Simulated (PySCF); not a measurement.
**C3H9BN2S: density, localisation and related maps**

The calculation's input:

```
{"job": {"kind": "uv", "xc": "PBE0", "basis": "def2-SVPD", "nstates": 8, "ntriplets": 3}, "charge": 0, "multiplicity": 1}
C     -2.134387    -0.812869     0.549831
N     -0.750147    -0.862542     0.073176
B     -0.193208     0.528779    -0.617233
C     -0.180391     1.598628     0.491667
N     -0.147787     2.380055     1.333645
S      1.564493     0.079545    -1.219981
C      2.575449     0.305128     0.283929
H     -2.444276    -1.762080     0.988593
H     -2.225936    -0.023405     1.294244
H     -2.789029    -0.573003    -0.285568
H     -0.631718    -1.586714    -0.635246
H     -0.120306    -1.084449     0.843948
H     -0.884410     0.780193    -1.542774
H      2.374833    -0.488298     1.001485
H      3.613241     0.255044    -0.028328
H      2.365980     1.274931     0.724685
```

Run with:

```sh
OMP_NUM_THREADS=1 python probes_run.py task.json out
```

Geometry: GFN2-xTB.

Level of theory: PBE0/def2-SVPD, SCF density, gas phase (PySCF).

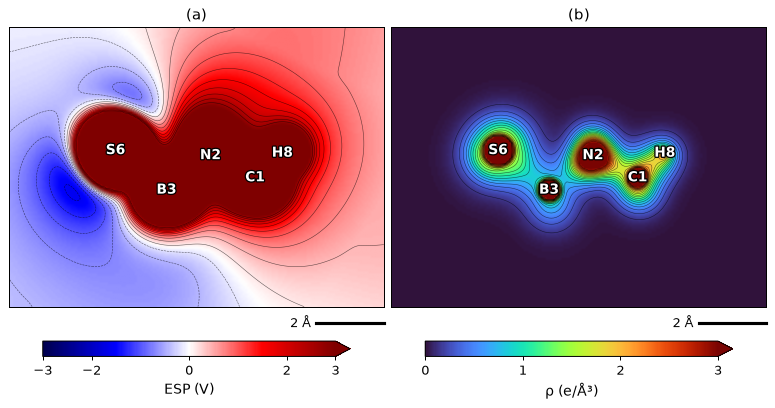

Figure 1. (a) electrostatic potential; (b) total electron density on the plane of atoms N2, B3 and S6.

Question: Describe what can be read from this map.

Answer:
- The plane passes through C, N, B, S and H nuclei.
- B–N (1.65 Å): ρ is about 1.2 e/Å³ halfway.
- B–S (1.91 Å): ρ is about 1 e/Å³ halfway, with its minimum of 0.86 e/Å³ about 0.6 Å from B.
- C–H (1.09 Å): the density is about 2 e/Å³ at the midpoint.
- Outside the dense part of the molecule the potential is most negative (−1.6 V) near S6.

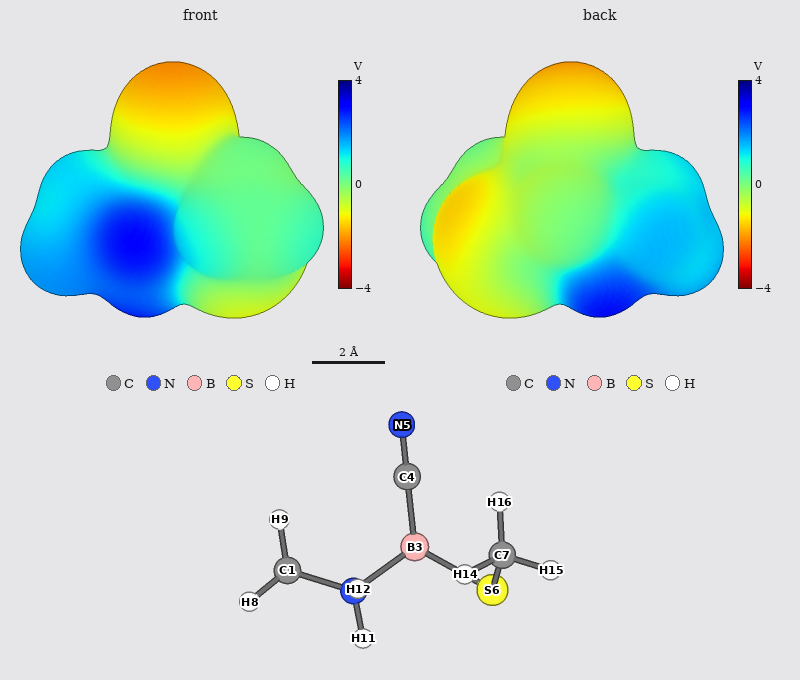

Figure 2. The molecular electrostatic potential painted on the density surface at 0.002 e/bohr³, seen from the front and from behind; red is negative and blue positive. The bare structure is drawn below in the same view.

Question: Where is the surface potential most negative and most positive?

Answer: The most negative region (about −2.0 V) lies over N5, the most positive (about +2.9 V) over H11 and H12. N5 is the likeliest acceptor of a hydrogen bond.
